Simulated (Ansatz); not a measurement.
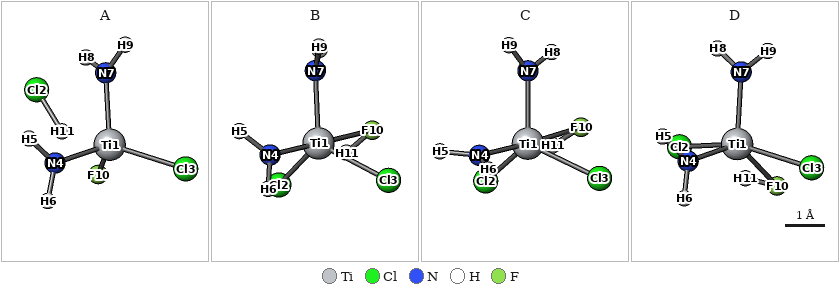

4 geometries from a converged minimum-energy path of TiN2H5Cl2F, shuffled. Style: ball-and-stick. Shown from a free direction.

All numbers below come from RKS BLYP-D4/def2-SVP (Ansatz 0.2.0). Settings: 5 movable images; climbing image; force threshold 0.05 eV/Å; iteration limit 60; starting path through a guess of the saddle point.

Question: One of them is the converged climbing image. Which?

Answer: D. In order along the path, whose images run from 0 to 6: C (image 0, 0.0 kJ/mol), B (image 1, +11.0 kJ/mol), D (image 3, +24.3 kJ/mol), A (image 6, −20.2 kJ/mol). Breaking: F10–H11 (0.97 → 0.99 at the top → 1.83 Å), Ti1–Cl2 (2.34 → 2.43 at the top → 3.93 Å). Forming: Cl2–H11 (2.03 → 1.91 at the top → 1.32 Å).
